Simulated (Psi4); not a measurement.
# [NH2]− (SMILES [NH2-]) at MP2/aug-cc-pVTZ

What is the vertical singlet–triplet gap of [NH2]− at MP2/aug-cc-pVTZ? 

Program for the calculation: Psi4 1.11.

5 further runs of the same task are left out: 2 that didn't finish, 3 set aside as unsound or not needed.

**1. The system as given**

[NH2]−: 3 atoms, total charge -1, spin state singlet. As SMILES, `[NH2-]`. Geometry: relaxed at PBE0-D4/def2-TZVPD.

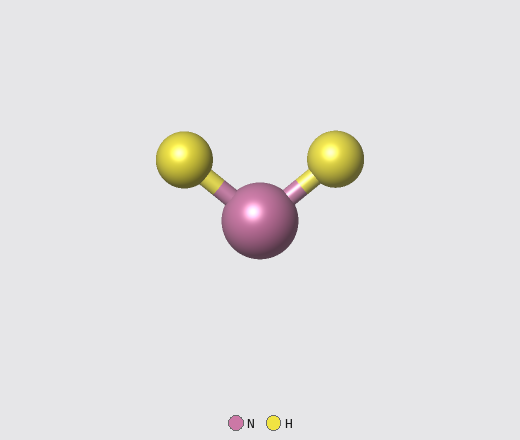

Viewed from a chosen angle; nitrogen pink, hydrogen yellow.

**2. The energy at MP2/aug-cc-pVTZ**

Input file h2n.inp:

```
memory 1600 MB

molecule {
  -1 1
  N      0.342200    -0.203000     0.168700
  H      0.125500     0.801200     0.156000
  H     -0.467700    -0.598200    -0.324700
  symmetry c1
}

set {
  puream          true
  e_convergence   1e-09
  d_convergence   1e-08
  scf_type        pk
  num_frozen_docc 1
  mp2_type        conv
}

result = energy("mp2/aug-cc-pVTZ")
```

The run is started by

```
$ psi4 h2n.inp h2n.out -n 1
```

h2n.out:

```text
[...]
  Running in c1 symmetry.
[...]
  Nuclear repulsion =    7.542852415995356
[...]
  Multiplicity = 1
[...]
  Nalpha       = 5
  Nbeta        = 5
[...]
    Number of basis functions: 92
[...]
   @RHF iter   1:   -55.32257566937351   -5.00418e-01   7.29603e-03 ADIIS/DIIS
[...]
   @RHF iter  11:   -55.54843411980589   -5.08749e-12   2.80518e-09 DIIS
[...]
    Orbital Energies [Eh]
    ---------------------
    Doubly Occupied:
       1A    -15.225902     2A     -0.760625     3A     -0.289697
       4A     -0.142970     5A     -0.049041
[...]
  @RHF Final Energy:   -55.54843411980589
   => Energetics <=
    Nuclear Repulsion Energy =              7.5428524159953563
    One-Electron Energy =                 -93.2461025692188201
    Two-Electron Energy =                  30.1548160334175783
    Total Energy =                        -55.5484341198058900
[...]
 Multipole Moments:
 ------------------------------------------------------------------------------------
     Multipole            Electronic (a.u.)      Nuclear  (a.u.)        Total (a.u.)
 ------------------------------------------------------------------------------------
 L = 1.  Multiply by 2.5417464519 to convert [e a0] to [Debye]
 Dipole X            :          0.4156562           -0.9370214           -0.5213652
 Dipole Y            :         -0.2223991            0.5013879            0.2789888
 Dipole Z            :         -0.0000000           -0.0000000           -0.0000000
 Magnitude           :                                                    0.5913176
[...]
	SCS-MP2 Total Energy (a.u.)        :   -55.80770038679682
	SOS-MP2 Total Energy (a.u.)        :   -55.78695303120541
	SCSN-MP2 Total Energy (a.u.)       :   -55.65798015732855
[...]
	SOS-PI-MP2 Total Energy (a.u.)     :   -55.82670618310533
[...]
	MP2 Total Energy (a.u.)            :   -55.80944194607973
[...]
```

It took 14 s on 1 thread of Intel Xeon at 2.50GHz (Skylake/Cascade Lake), shared host; peak memory 0.48 GiB.

**3. The triplet at the same level**

Input file h2n.in:

```
memory 1600 mb

molecule {
  -1 3
  N      0.64666428    -0.38361440     0.31879680
  H      0.23716063     1.51404857     0.29479728
  H     -0.88382491    -1.13043417    -0.61359407
  units au
  symmetry c1
  no_reorient
  no_com
}

set {
  basis           aug-cc-pVTZ
  reference       uhf
  puream          true
  e_convergence   1e-09
  d_convergence   1e-08
  scf_type        pk
  num_frozen_docc 1
  mp2_type        conv
  maxiter         100
}

e_tot, wfn = energy('mp2', return_wfn=True)
print_variables()
```

The run is started by

```
$ psi4 h2n.in h2n.out -n 1
```

h2n.out:

```text
[...]
  Running in c1 symmetry.
[...]
  Nuclear repulsion =    7.542852420928848
[...]
  Multiplicity = 3
[...]
  Nalpha       = 6
  Nbeta        = 4
[...]
    Number of basis functions: 92
[...]
   @UHF iter   1:   -55.48976115172078   -6.67604e-01   3.37442e-03 DIIS/ADIIS
[...]
   @UHF iter  12:   -55.55957173080978   -1.47509e-11   5.41806e-09 DIIS
[...]
   @S^2 Observed:                2.009199070E+00
[...]
    Orbital Energies [Eh]
    ---------------------
    Alpha Occupied:
       1A    -15.441941     2A     -1.011333     3A     -0.486575
       4A     -0.360560     5A     -0.356884     6A      0.027727
    Alpha Virtual:
       7A      0.137614     8A      0.230573     9A      0.232213
      10A      0.272937    11A      0.279751    12A      0.355449
      13A      0.371817    14A      0.393149    15A      0.420277
      16A      0.421116    17A      0.501017    18A      0.557039
      19A      0.589800    20A      0.626508    21A      0.645147
      22A      0.677743    23A      0.716955    24A      0.721728
      25A      0.893994    26A      0.917713    27A      0.951534
[...]
  @UHF Final Energy:   -55.55957173080978
   => Energetics <=
    Nuclear Repulsion Energy =              7.5428524209288481
    One-Electron Energy =                 -91.5032045701211700
    Two-Electron Energy =                  28.4007804183825350
    Total Energy =                        -55.5595717308097790
  UHF NO Occupations:
  HONO-2 :    4  A 1.9968628
  HONO-1 :    5  A 1.0000000
[...]
 Multipole Moments:
 ------------------------------------------------------------------------------------
     Multipole            Electronic (a.u.)      Nuclear  (a.u.)        Total (a.u.)
 ------------------------------------------------------------------------------------
 L = 1.  Multiply by 2.5417464519 to convert [e a0] to [Debye]
 Dipole X            :         -3.5061842            3.8799857            0.3738015
 Dipole Y            :          2.0799536           -2.3016864           -0.2217328
 Dipole Z            :         -1.7285002            1.9127808            0.1842806
 Magnitude           :                                                    0.4720724
[...]
	SCS-MP2 Total Energy (a.u.)        :   -55.75405402027451
	SOS-MP2 Total Energy (a.u.)        :   -55.75456488286878
	SCSN-MP2 Total Energy (a.u.)       :   -55.63607159499442
[...]
	SOS-PI-MP2 Total Energy (a.u.)     :   -55.76956435610409
[...]
	MP2 Total Energy (a.u.)            :   -55.75303229508595
[...]
```

Run time: 17 s. Hardware: 1 thread of Intel Xeon at 2.50GHz (Skylake/Cascade Lake), shared host; peak memory 0.49 GiB.

**4. Outcome**

At MP2/aug-cc-pVTZ, 1 core orbital frozen:

| quantity | value |
| --- | --- |
| singlet: total energy | -55.80944 Eh |
| singlet: HOMO energy (Hartree–Fock orbitals) | -1.33 eV |
| singlet: LUMO energy (Hartree–Fock orbitals) | 4.50 eV |
| singlet: HOMO–LUMO gap (to an unbound level, set by the basis) | 5.83 eV |
| singlet: correlation energy (1 core orbital frozen) | -261.0 mEh |
| triplet: total energy | -55.75303 Eh |
| triplet: HOMO energy (Hartree–Fock orbitals) (highest over α and β) | 0.75 eV |
| triplet: LUMO energy (Hartree–Fock orbitals) (lowest over α and β) | 3.74 eV |
| triplet: correlation energy (1 core orbital frozen) | -193.5 mEh |
| triplet: ⟨S²⟩ of the reference determinant | 2.009 |
| vertical energy of the triplet above the singlet | 1.535 eV |

What this shows: At this shape the triplet lies 1.53 eV (148 kJ/mol) above the singlet. The HOMO (triplet) lies at positive energy, 0.75 eV: the electron is unbound at this level or held by a compact basis; values depend on the basis.
